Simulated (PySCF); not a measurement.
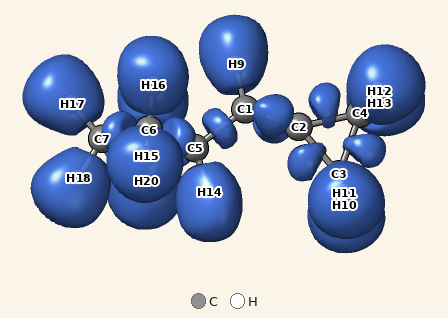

C8H12 (SMILES C(=C1CC1)C1CCC1). Isosurface of the electron localisation function at 0.75 (blue), seen from one side. Core shells and regions of very low density are left out.

Geometry: GFN2-xTB.

Method: PBE0/def2-SVPD, SCF density, gas phase in PySCF.

```yaml
atoms:
  - { symbol: C, position_ang: [-0.5453, -0.3065, -0.4590] }
  - { symbol: C, position_ang: [-1.7579, -0.0921, -0.0097] }
  - { symbol: C, position_ang: [-2.6187, 0.4555, 1.0411] }
  - { symbol: C, position_ang: [-3.2060, -0.2222, -0.1828] }
  - { symbol: C, position_ang: [0.6946, 0.1131, 0.2555] }
  - { symbol: C, position_ang: [1.7715, -0.9752, 0.4621] }
  - { symbol: C, position_ang: [2.8351, -0.0179, -0.0927] }
  - { symbol: C, position_ang: [1.7202, 0.9240, -0.5675] }
  - { symbol: H, position_ang: [-0.3972, -0.8159, -1.4041] }
  - { symbol: H, position_ang: [-2.7154, 1.5288, 1.1296] }
  - { symbol: H, position_ang: [-2.6767, -0.0594, 1.9903] }
  - { symbol: H, position_ang: [-3.6580, -1.1970, -0.0622] }
  - { symbol: H, position_ang: [-3.7006, 0.3914, -0.9232] }
  - { symbol: H, position_ang: [0.4315, 0.6126, 1.1890] }
  - { symbol: H, position_ang: [1.9129, -1.3120, 1.4868] }
  - { symbol: H, position_ang: [1.6088, -1.8432, -0.1742] }
  - { symbol: H, position_ang: [3.4804, -0.4221, -0.8701] }
  - { symbol: H, position_ang: [3.4561, 0.4204, 0.6858] }
  - { symbol: H, position_ang: [1.5355, 0.8567, -1.6380] }
  - { symbol: H, position_ang: [1.8239, 1.9716, -0.2937] }
```

> What do the ELF domains correspond to?

The ELF exceeds this value in nine regions between bonded C–C atoms (shared pairs) and twelve regions around hydrogen nuclei. Along the contacts the grid gives the following. C–C (1.31 Å): the ELF peaks at about 0.90 between the atoms: a multiple bond. C–H (1.08 Å): the ELF climbs to about 1 towards the hydrogen, as it does in any bond to H: an ordinary covalent bond to hydrogen.
